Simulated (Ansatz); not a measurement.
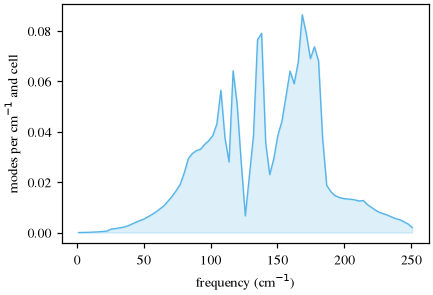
Fig. 1. Phonon density of states of NaCl (rock salt, Fm-3m); finite displacements on a 6×6×6 mesh, DFT at the PBEsol level (Ansatz, a program for electronic structure), k mesh 6×6×6

Task: Where is the tallest peak, and is there a gap in the spectrum?

Result: The tallest peak lies near 170 cm⁻¹. No clear gap shows at this resolution.
